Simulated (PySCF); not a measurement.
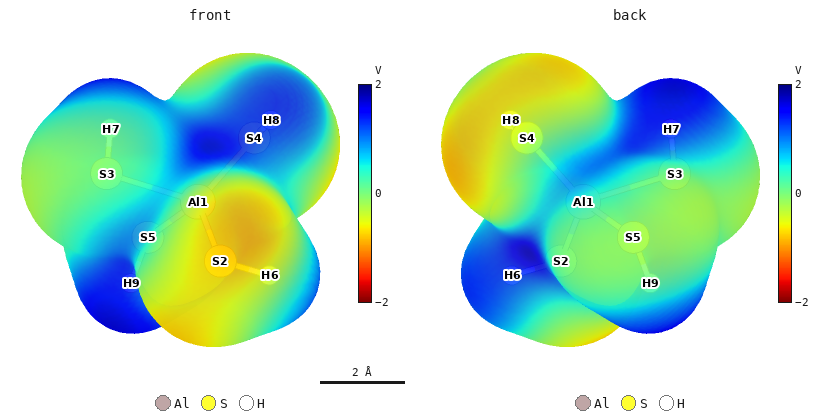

Figure 1: AlH₄S₄ (SMILES [SH][Al]([SH])([SH])[SH]) (doublet). The electrostatic potential painted on the density surface at 0.002 e/bohr³, seen from the front and from behind; red is negative and blue positive.

Geometry: PBE0-D3(BJ)/def2-SVP.

All numbers below come from UKS B3LYP, pcH-1 on Al H S, non-relativistic, mean-field spin-orbit, GIAO in PySCF.

```json
{"atom": "Al", "x (Å)": "0.1375", "y (Å)": "0.0386", "z (Å)": "0.1537"}
{"atom": "S", "x (Å)": "-0.6653", "y (Å)": "0.8792", "z (Å)": "2.0208"}
{"atom": "S", "x (Å)": "-1.0293", "y (Å)": "1.0672", "z (Å)": "-1.5711"}
{"atom": "S", "x (Å)": "2.2613", "y (Å)": "-0.3949", "z (Å)": "-0.2193"}
{"atom": "S", "x (Å)": "-1.0467", "y (Å)": "-1.7154", "z (Å)": "-0.8064"}
{"atom": "H", "x (Å)": "0.0219", "y (Å)": "0.0123", "z (Å)": "2.7986"}
{"atom": "H", "x (Å)": "-0.1187", "y (Å)": "0.7013", "z (Å)": "-2.5024"}
{"atom": "H", "x (Å)": "2.6634", "y (Å)": "0.8106", "z (Å)": "0.2431"}
{"atom": "H", "x (Å)": "-2.1788", "y (Å)": "-1.4222", "z (Å)": "-0.1256"}
```

> Describe the electrostatic potential map.

The most negative region (about −0.9 V) lies over S2 and S4, the most positive (about +1.7 V) over Al1, H7 and H9.
